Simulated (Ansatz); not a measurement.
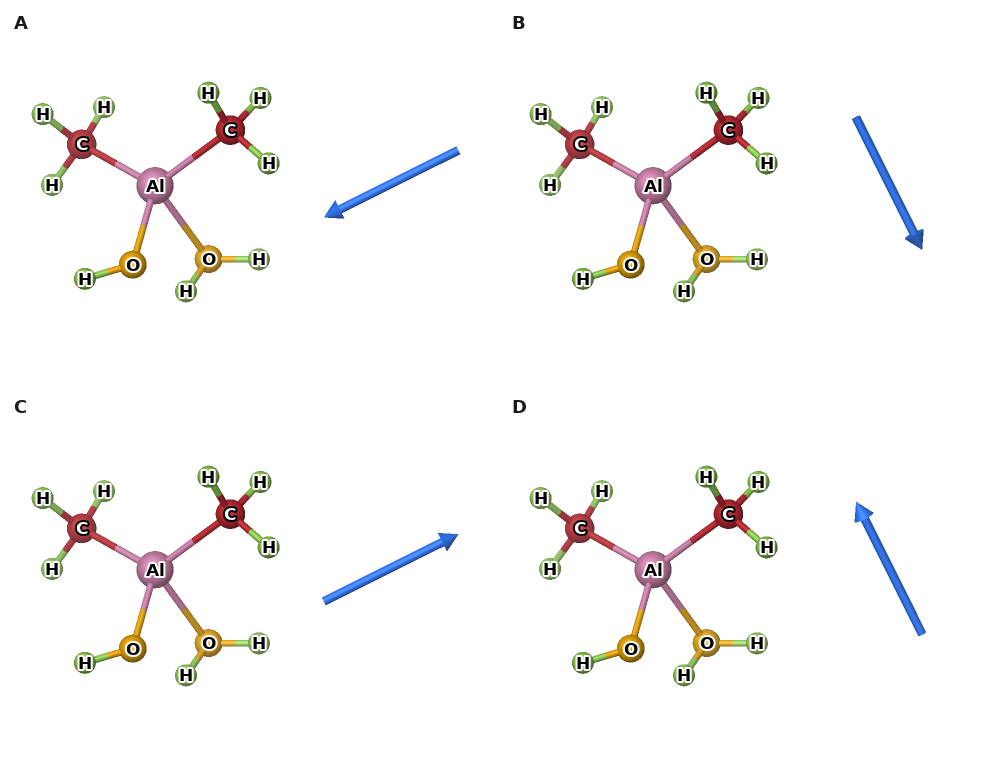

The same molecule four times, each with an arrow. The geometry was computed by an optimisation with PBE-D4/def2-SVP. No frequency run is at hand to confirm it as a minimum. Level of theory: RKS PBE-D4/def2-SVP (Ansatz 0.2.0).

Which arrow points along the dipole moment, from the negative to the positive end?

Answer. B. The dipole moment is 1.78 D.
